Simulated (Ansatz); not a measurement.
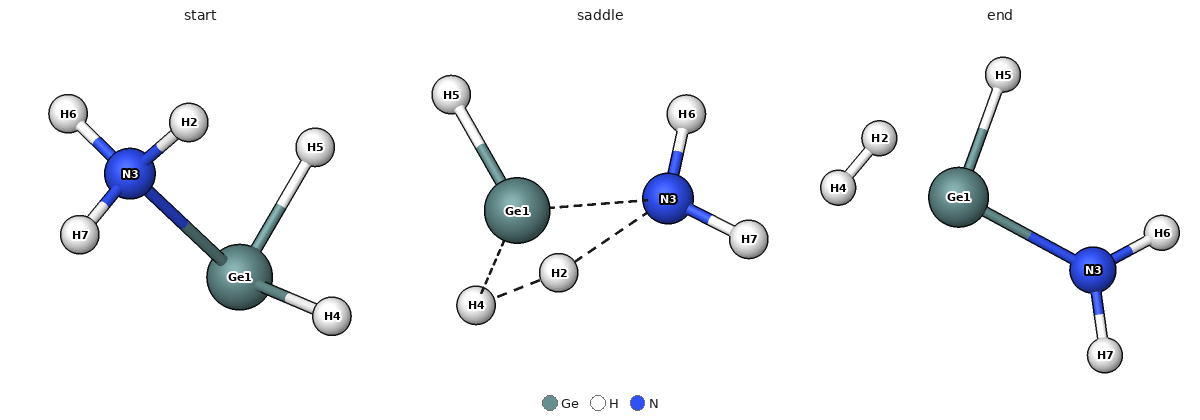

One elementary step of GeNH₅, singlet: start, first-order saddle point (changing pairs dashed) and end. Electronic energies at PBE0-D4/def2-TZVP geometries, energies in def2-TZVPP, the Ansatz code; cores frozen in correlated methods, no zero-point terms. Start and end are the structures at the ends of the path (complexes, where there are several molecules). On heavy atoms the filled d shell below the valence is correlated. The limit is the MP2 basis limit plus CCSD(T) less MP2 in triple zeta. Lines between the levels only guide the eye.

Which bonds change in the step?

Answer. H2–H4 (2.68 → 0.95 → 0.75 Å) forms; Ge1–H4 (1.60 → 1.85 → 3.04 Å) and H2–N3 (1.01 → 1.47 → 3.73 Å) break; Ge1–N3 (2.17 → 2.01 → 1.82 Å) shortens (lengths at start, saddle and end; changes of bond order aren't listed). The imaginary mode at the saddle is 1308.2i cm⁻¹ (PBE0-D4).

What are the heights of saddle and end over the start, in kcal/mol? Levels: PBE-D4, CCSD(T) at the basis limit and PBE0-D4.

Answer.
| level | barrier | reverse barrier | step energy |
| --- | --- | --- | --- |
| PBE-D4 | 31.6 | 22.1 | 9.6 |
| CCSD(T) at the basis limit | 37.0 | 28.3 | 8.6 |
| PBE0-D4 | 35.4 | 23.5 | 11.9 |

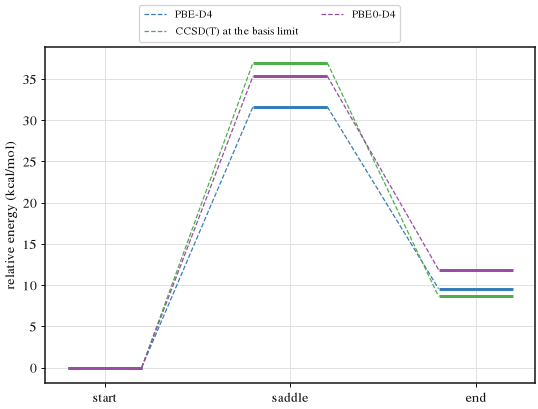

Caveats, for all or some of the runs: no scalar relativity up to krypton.
